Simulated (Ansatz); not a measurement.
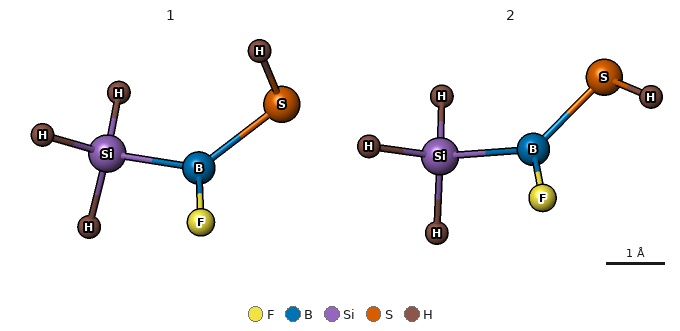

Two geometries of BSiH$_{4}$SF, drawn at one scale. One is the start of a relaxation, the other its converged end. A ball-and-stick model, seen at a tilt.

Computed with RKS PBE0/def2-SVP (Ansatz). (no spin polarisation; force threshold 0.015 eV/Å; at most 40 steps)

**Which one is relaxed?**

Structure 2 is the relaxed one. The run prepares an end point of a later path (torsion) calculation, from a guessed geometry. The atom that moves furthest after the best rigid fit is an H atom (1.23 Å). By element the largest moves are H 1.23 Å, S 0.58 Å, F 0.43 Å, B 0.35 Å, Si 0.17 Å. Near-neighbour distances that change, for instance: B–Si 1.927 → 2.034 Å, B–F 1.419 → 1.331 Å, B–S 1.866 → 1.797 Å, H–Si 1.464 → 1.497 Å. Among the angles between lasting bonds that change: B–S–H 93.4° → 96.8°, Si–B–S 118.1° → 120.2°. Groups turn about B–S by about 85°. The energy falls by 22.4 kcal/mol in 13 geometry steps. Largest force component: 2.9 eV/Å at the start, 0.0047 eV/Å at the end. Cost: 26 s on 1 thread of AMD EPYC 9R45 96-Core Processor (Zen 5) (shared host), peak memory 0.18 GiB.
